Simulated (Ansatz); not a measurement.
# Nudged elastic band of AlNH5F3

- system: AlNH5F3
- method: RKS r2SCAN-D4/def2-SVP (Ansatz 0.2.0)

It belongs to a series of runs on one base structure; here: band between the two ends. Figures and captions count atoms from 1; the log counts them from 0 in places.

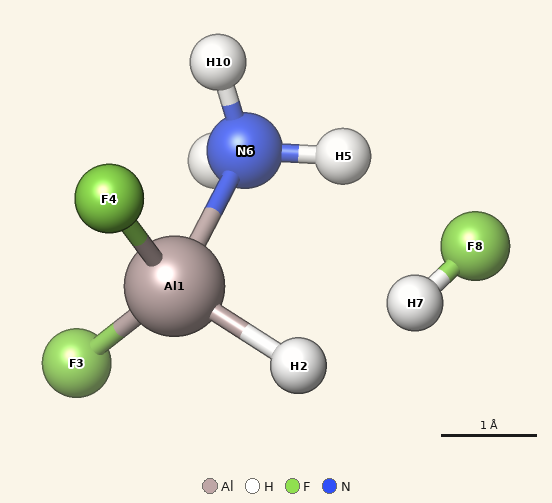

*The structure as given in the input (ball-and-stick view, seen at a tilt; atoms are numbered from 1 in the order of the input). Sticks mark near contacts.*

Bond lengths as drawn: Al–F 1.67 Å, Al–H 1.61 Å, Al–N 2.00 Å, F–H 0.96 Å and H–N 1.02 to 1.03 Å.

## Results in brief

```csv
quantity,value
outcome,converged
"barrier, forward",0.788 eV
"barrier, backward",0.055 eV
hardware,"2 threads of Intel Xeon (Granite Rapids), 16 GiB of memory available, shared host"
wall time,58 s (CPU time 1.9 min)
peak memory,0.18 GiB
```

The order of the saddle point was not checked.

## The input
```yaml
crystal:
  periodic: [false, false, false]
  atoms:
    - { symbol: Al, position_ang: [-0.443238, -0.741329, 0.793699] }
    - { symbol: H, position_ang: [1.14103, -0.991816, 0.926525] }
    - { symbol: F, position_ang: [-1.30386, -2.036443, 0.173922] }
    - { symbol: F, position_ang: [-1.129851, 0.122886, 2.052007] }
    - { symbol: H, position_ang: [0.379846, 0.880133, -0.947742] }
    - { symbol: "N", position_ang: [-0.578658, 0.585451, -0.697281] }
    - { symbol: H, position_ang: [1.907697, -0.055876, 0.129015] }
    - { symbol: F, position_ang: [2.16596, 0.628651, -0.493272] }
    - { symbol: H, position_ang: [-1.03155, 0.195697, -1.527338] }
    - { symbol: H, position_ang: [-1.107478, 1.412646, -0.409436] }
basis:
  gaussian: { orbitals: def2-SVP }
hamiltonian:
  xc: r2scan
  dispersion: d4
neb:
  order_check: false
  images: 5
  f_tol: 0.03
  max_iterations: 60
  final_atoms:
    - { symbol: Al, position_ang: [-0.655197, -0.56883382, 0.63014372] }
    - { symbol: H, position_ang: [1.2315415, -0.96642803, 1.0615798] }
    - { symbol: F, position_ang: [-0.91384622, -2.16240567, 0.25194574] }
    - { symbol: F, position_ang: [-0.91811567, -0.01872145, 2.17194127] }
    - { symbol: H, position_ang: [0.86402571, 0.84227457, -0.92192553] }
    - { symbol: "N", position_ang: [-0.70751669, 0.64151458, -0.72113022] }
    - { symbol: H, position_ang: [1.42610108, -0.44996234, 0.50415786] }
    - { symbol: F, position_ang: [1.84256778, 0.77915899, -0.83380617] }
    - { symbol: H, position_ang: [-1.07916203, 0.33752072, -1.62140969] }
    - { symbol: H, position_ang: [-1.09050047, 1.56588246, -0.52139777] }
  initial_path:
    images:
      - { positions_ang: [[-0.443238, -0.741329, 0.793699], [1.14103, -0.991816, 0.926525], [-1.30386, -2.036443, 0.173922], [-1.129851, 0.122886, 2.052007], [0.379846, 0.880133, -0.947742], [-0.578658, 0.585451, -0.697281], [1.907697, -0.055876, 0.129015], [2.16596, 0.628651, -0.493272], [-1.03155, 0.195697, -1.527338], [-1.107478, 1.412646, -0.409436]] }
      - { positions_ang: [[-0.50717175, -0.76026206, 0.81329248], [1.21511052, -0.96580562, 0.90072331], [-1.28507528, -2.10534234, 0.24106741], [-1.09186947, 0.07822103, 2.11512751], [0.47936081, 0.87121864, -0.90917588], [-0.60165232, 0.6194505, -0.73794028], [1.83426291, -0.10650792, 0.16852558], [2.05757633, 0.64500342, -0.51541705], [-1.00350569, 0.25493605, -1.59531235], [-1.09713806, 1.46908829, -0.48079174]] }
      - { positions_ang: [[-0.57110549, -0.77919511, 0.83288596], [1.28919105, -0.93979523, 0.87492162], [-1.26629057, -2.17424168, 0.30821283], [-1.05388795, 0.03355605, 2.17824802], [0.57887562, 0.86230427, -0.87060976], [-0.62464664, 0.65345, -0.77859955], [1.76082882, -0.15713983, 0.20803617], [1.94919265, 0.66135585, -0.5375621], [-0.97546137, 0.31417511, -1.66328671], [-1.08679812, 1.52553058, -0.55214748]] }
      - { positions_ang: [[-0.63503924, -0.79812817, 0.85247943], [1.36327157, -0.91378485, 0.84911994], [-1.24750585, -2.24314102, 0.37535824], [-1.01590642, -0.01110892, 2.24136854], [0.67839043, 0.85338991, -0.83204364], [-0.64764096, 0.6874495, -0.81925883], [1.68739473, -0.20777175, 0.24754675], [1.84080898, 0.67770827, -0.55970715], [-0.94741706, 0.37341416, -1.73126106], [-1.07645818, 1.58197287, -0.62350322]] }
      - { positions_ang: [[-0.6417585, -0.72169672, 0.77836753], [1.31936155, -0.93133258, 0.91993989], [-1.13628597, -2.21622924, 0.33422074], [-0.9833095, -0.01364643, 2.21822611], [0.74026885, 0.84968479, -0.86200427], [-0.66759954, 0.67213786, -0.78654929], [1.60029685, -0.28850195, 0.33308379], [1.84139525, 0.71152518, -0.65107349], [-0.99133205, 0.36144968, -1.69464394], [-1.08113894, 1.5766094, -0.58946807]] }
      - { positions_ang: [[-0.64847775, -0.64526527, 0.70425562], [1.27545153, -0.9488803, 0.99075985], [-1.0250661, -2.18931746, 0.29308324], [-0.95071259, -0.01618394, 2.19508369], [0.80214728, 0.84597968, -0.8919649], [-0.68755811, 0.65682622, -0.75383976], [1.51319896, -0.36923214, 0.41862083], [1.84198152, 0.74534208, -0.74243983], [-1.03524704, 0.3494852, -1.65802682], [-1.08581971, 1.57124593, -0.55543292]] }
      - { positions_ang: [[-0.655197, -0.56883382, 0.63014372], [1.2315415, -0.96642803, 1.0615798], [-0.91384622, -2.16240567, 0.25194574], [-0.91811567, -0.01872145, 2.17194127], [0.86402571, 0.84227457, -0.92192553], [-0.70751669, 0.64151458, -0.72113022], [1.42610108, -0.44996234, 0.50415786], [1.84256778, 0.77915899, -0.83380617], [-1.07916203, 0.33752072, -1.62140969], [-1.09050047, 1.56588246, -0.52139777]] }
```

Launch command:
```bash
ansatz run input.yaml --threads 2 --pin off --max-ram 3072MiB --backend cpu --events-out ev --progress --plain --runs-dir out
```

## The program's output
```
Engine: ansatz 0.2.0, x86_64-unknown-linux-gnu
Functional definition: r2SCAN
  parameter k0 = 0.174
  parameter k1 = 0.065
  parameter a1 = 4.9479
  exchange = r2scan_x(k0 = k0, k1 = k1, a1 = a1)
  correlation = r2scan_c
1099 factors; their error is unknown
mean field evaluation 1: about -16301.7198 eV, gradient 7.1e1 eV
mean field evaluation 2: about -16289.5961 eV, gradient 1.1e2 eV
mean field evaluation 4: about -16309.9118 eV, gradient 4.0e0 eV
mean field evaluation 8: about -16309.9480 eV, gradient 6.2e-2 eV
mean field evaluation 16: about -16309.8869 eV, gradient 7.0e-5 eV
mean field -16309.88686348 eV, -599.3772869945 hartree, gradient 7.0e-5 eV, S^2 0.000000; 0 other end points of the search recorded, 0 dependent functions left out
the calculation of the forces begins
reference -16309.88687556 eV, -599.3772874383 hartree; 26, 26 occupied and 73, 73 virtual orbitals, 1099 factors
1099 factors; their error is unknown
mean field evaluation 32: about -16309.1527 eV, gradient 1.6e-4 eV
mean field -16309.15269279 eV, -599.3503067193 hartree, gradient 1.9e-5 eV, S^2 0.000000; 0 other end points of the search recorded, 0 dependent functions left out
[... from here on the field's lines of each further geometry are left out, up to the last ...]
NEB iter   1: max|band force component| = 2.870e0 eV/Å  barrier→ = 1.6368 eV  barrier← = 0.9033 eV  Δτ_max = 0.2000 Å  (186 SCF iters)
NEB iter   2: max|band force component| = 2.009e0 eV/Å  barrier→ = 0.9227 eV  barrier← = 0.1892 eV  Δτ_max = 0.1926 Å  (148 SCF iters)
NEB iter   3: max|band force component| = 1.491e0 eV/Å  barrier→ = 0.7926 eV  barrier← = 0.0591 eV  Δτ_max = 0.0955 Å  (151 SCF iters)
NEB iter   4: max|band force component| = 5.315e-1 eV/Å  barrier→ = 0.7898 eV  barrier← = 0.0563 eV  Δτ_max = 0.0503 Å  (142 SCF iters)
NEB iter   5: max|band force component| = 2.561e-1 eV/Å  barrier→ = 0.7879 eV  barrier← = 0.0543 eV  CI = image 4  Δτ_max = 0.0675 Å  (145 SCF iters)
NEB iter   6: max|band force component| = 2.952e-1 eV/Å  barrier→ = 0.7884 eV  barrier← = 0.0549 eV  CI = image 4  Δτ_max = 0.0297 Å  (146 SCF iters)
NEB iter   7: max|band force component| = 5.192e-2 eV/Å  barrier→ = 0.7884 eV  barrier← = 0.0548 eV  CI = image 4  Δτ_max = 0.0063 Å  (151 SCF iters)
the calculation of the forces begins
reference -16309.14084295 eV, -599.3498712457 hartree; 26, 26 occupied and 73, 73 virtual orbitals, 1099 factors
1099 factors; their error is unknown
mean field evaluation 448: about -16309.1527 eV, gradient 3.0e-1 eV
mean field -16309.09765455 eV, -599.3482841014 hartree, gradient 1.1e-5 eV, S^2 0.000000; 1 other end points of the search recorded, 0 dependent functions left out
the calculation of the forces begins
reference -16309.09766660 eV, -599.3482845443 hartree; 26, 26 occupied and 73, 73 virtual orbitals, 1099 factors
NEB iter   8: max|band force component| = 1.898e-2 eV/Å  barrier→ = 0.7883 eV  barrier← = 0.0548 eV  CI = image 4  Δτ_max = 0.0000 Å  (257 SCF iters)
```

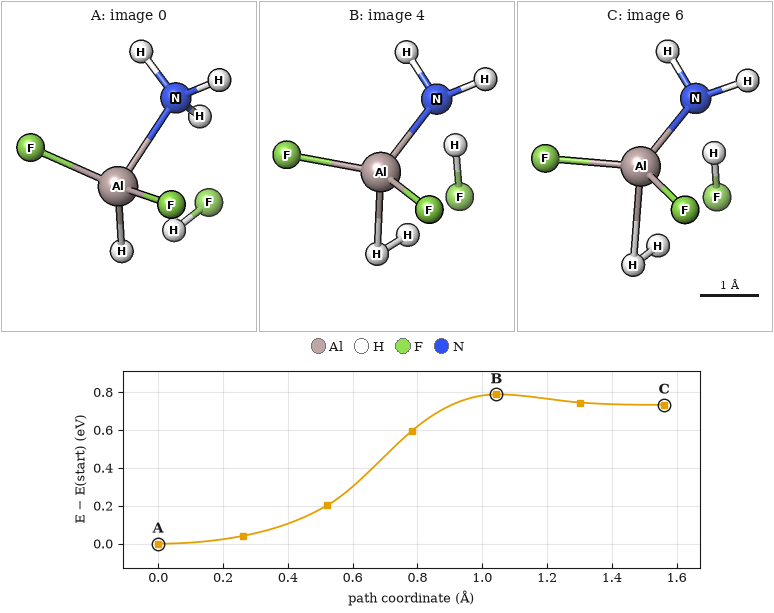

*Images of the last band (counted from 0; ball-and-stick, seen at a tilt) above the energy along the path; the line is a cubic interpolation that uses the forces.*

The highest image is number 4, 0.788 eV above the start and 0.055 eV above the end (the climbing image); the end lies 0.734 eV above the start. The path is 1.56 Å long. The band converged in 8 iterations.

```
Total energy: -16309.13563672 eV, -599.3496799202 hartree
Atom 0 at    -0.559734    -0.604200     0.671549 Å, force     0.011809     0.009428    -0.005007 eV/Å
Atom 1 at     1.206579    -0.927789     0.888413 Å, force    -0.004770    -0.005136     0.001729 eV/Å
Atom 2 at    -1.027232    -2.142004     0.253922 Å, force    -0.005754    -0.005045     0.006028 eV/Å
Atom 3 at    -0.929560     0.060915     2.146811 Å, force    -0.005317    -0.006616     0.005448 eV/Å
Atom 4 at     0.714276     0.804319    -0.820304 Å, force    -0.007182     0.001957    -0.002520 eV/Å
Atom 5 at    -0.608921     0.625411    -0.727313 Å, force    -0.006925    -0.007658    -0.001229 eV/Å
Atom 6 at     1.464215    -0.326549     0.341998 Å, force     0.004390     0.009565    -0.005999 eV/Å
Atom 7 at     1.799623     0.710684    -0.626208 Å, force     0.004387    -0.001761     0.003596 eV/Å
Atom 8 at    -0.990583     0.286044    -1.612094 Å, force     0.003048     0.002164    -0.001685 eV/Å
Atom 9 at    -1.068764     1.513168    -0.516675 Å, force     0.006315     0.003102    -0.000361 eV/Å
Dipole moment:    -0.256726     0.286023    -0.408200 e Å
this run last wrote the band of iteration 8 to [file]
```

## The last band as extended XYZ (Å, eV, eV/Å)
```
10
Properties=species:S:1:pos:R:3:forces:R:3 image=0 energy=-16309.92393
Al   -0.4432   -0.7413    0.7937    0.0009  -0.0039  -0.0062
H     1.1410   -0.9918    0.9265    0.0040   0.0014   0.0046
F    -1.3039   -2.0364    0.1739   -0.0001   0.0019   0.0003
F    -1.1299    0.1229    2.0520   -0.0052   0.0019   0.0030
H     0.3798    0.8801   -0.9477   -0.0063  -0.0003  -0.0022
N    -0.5787    0.5855   -0.6973    0.0117  -0.0019   0.0046
H     1.9077   -0.0559    0.1290    0.0052   0.0145  -0.0201
F     2.1660    0.6287   -0.4933   -0.0043  -0.0159   0.0177
H    -1.0315    0.1957   -1.5273   -0.0047  -0.0009  -0.0026
H    -1.1075    1.4126   -0.4094   -0.0012   0.0032   0.0011
10
Properties=species:S:1:pos:R:3:forces:R:3 image=1 energy=-16309.88285
Al   -0.4397   -0.7232    0.7840    0.0018  -0.0433   0.0338
H     1.1489   -0.9604    0.9128   -0.0048  -0.0331   0.0341
F    -1.2135   -2.0833    0.1994   -0.1104   0.0391  -0.0372
F    -1.0761    0.1067    2.0873   -0.0847   0.0274  -0.0371
H     0.4119    0.8544   -0.9046   -0.0814   0.0421  -0.0552
N    -0.5791    0.6059   -0.7084    0.0083  -0.0381   0.0341
H     1.7637   -0.0970    0.1443    0.1775   0.0824  -0.0655
F     2.0567    0.5921   -0.4876    0.1573   0.0051   0.0089
H    -0.9946    0.2417   -1.5692   -0.0342  -0.0375   0.0380
H    -1.0783    1.4631   -0.4579   -0.0295  -0.0442   0.0462
10
Properties=species:S:1:pos:R:3:forces:R:3 image=2 energy=-16309.72138
Al   -0.4528   -0.6892    0.7553    0.1874  -0.2024   0.1999
H     1.1529   -0.9364    0.8959   -0.1004  -0.0622   0.0589
F    -1.1248   -2.1171    0.2189   -0.2448   0.0570  -0.0899
F    -1.0057    0.0940    2.1196   -0.1973   0.0782  -0.0670
H     0.4626    0.8204   -0.8627   -0.4613   0.0823  -0.1322
N    -0.5735    0.6244   -0.7238   -0.0044  -0.0441   0.0373
H     1.6269   -0.1459    0.1803    0.4384   0.3825  -0.3376
F     1.9356    0.5764   -0.4869    0.3740  -0.2090   0.2339
H    -0.9698    0.2733   -1.5990    0.0051  -0.0429   0.0370
H    -1.0516    1.5002   -0.4975    0.0033  -0.0394   0.0596
10
Properties=species:S:1:pos:R:3:forces:R:3 image=3 energy=-16309.32821
Al   -0.4992   -0.6406    0.7081    0.3759  -0.2069   0.2099
H     1.1779   -0.9184    0.8821   -0.1470   0.0643  -0.0539
F    -1.0631   -2.1329    0.2382   -0.1964   0.0419  -0.0848
F    -0.9596    0.0777    2.1358   -0.1609   0.0752  -0.0521
H     0.5738    0.8001   -0.8296   -0.8466  -0.0206  -0.0626
N    -0.5707    0.6332   -0.7339    0.2031   0.0317  -0.0238
H     1.5220   -0.2348    0.2597    0.3431   0.5490  -0.5005
F     1.8428    0.6231   -0.5373    0.2447  -0.4993   0.5058
H    -0.9715    0.2835   -1.6087    0.0960  -0.0116   0.0298
H    -1.0525    1.5093   -0.5143    0.0882  -0.0237   0.0322
10
Properties=species:S:1:pos:R:3:forces:R:3 image=4 energy=-16309.13563
Al   -0.5597   -0.6042    0.6715    0.0118   0.0094  -0.0050
H     1.2066   -0.9278    0.8884   -0.0048  -0.0051   0.0017
F    -1.0272   -2.1420    0.2539   -0.0058  -0.0050   0.0060
F    -0.9296    0.0609    2.1468   -0.0053  -0.0066   0.0054
H     0.7143    0.8043   -0.8203   -0.0072   0.0020  -0.0025
N    -0.6089    0.6254   -0.7273   -0.0069  -0.0077  -0.0012
H     1.4642   -0.3265    0.3420    0.0044   0.0096  -0.0060
F     1.7996    0.7107   -0.6262    0.0044  -0.0018   0.0036
H    -0.9906    0.2860   -1.6121    0.0030   0.0022  -0.0017
H    -1.0688    1.5132   -0.5167    0.0063   0.0031  -0.0004
10
Properties=species:S:1:pos:R:3:forces:R:3 image=5 energy=-16309.17865
Al   -0.6249   -0.5763    0.6475   -0.0466   0.0054  -0.0069
H     1.2216   -0.9877    0.9346    0.0116  -0.0383   0.0265
F    -0.9828   -2.1549    0.2812    0.0291   0.0047   0.0174
F    -0.8979    0.0418    2.1620    0.0205  -0.0128  -0.0021
H     0.8241    0.8444   -0.8537    0.0678   0.0246  -0.0188
N    -0.6702    0.6223   -0.7288   -0.0368   0.0072  -0.0058
H     1.4334   -0.4131    0.4228   -0.0229  -0.0568   0.0551
F     1.8211    0.7982   -0.7052    0.0084   0.0545  -0.0472
H    -1.0297    0.2957   -1.6261   -0.0171   0.0013  -0.0102
H    -1.0950    1.5295   -0.5342   -0.0140   0.0102  -0.0079
10
Properties=species:S:1:pos:R:3:forces:R:3 image=6 energy=-16309.19042
Al   -0.6552   -0.5688    0.6301    0.0008  -0.0220   0.0228
H     1.2315   -0.9664    1.0616    0.0030   0.0192  -0.0218
F    -0.9138   -2.1624    0.2519    0.0001   0.0039  -0.0204
F    -0.9181   -0.0187    2.1719    0.0003   0.0215  -0.0061
H     0.8640    0.8423   -0.9219   -0.0084   0.0046  -0.0047
N    -0.7075    0.6415   -0.7211    0.0057   0.0056  -0.0075
H     1.4261   -0.4500    0.5042   -0.0035  -0.0154   0.0170
F     1.8426    0.7792   -0.8338    0.0071  -0.0060   0.0069
H    -1.0792    0.3375   -1.6214   -0.0022  -0.0081   0.0038
H    -1.0905    1.5659   -0.5214   -0.0030  -0.0035   0.0100
```
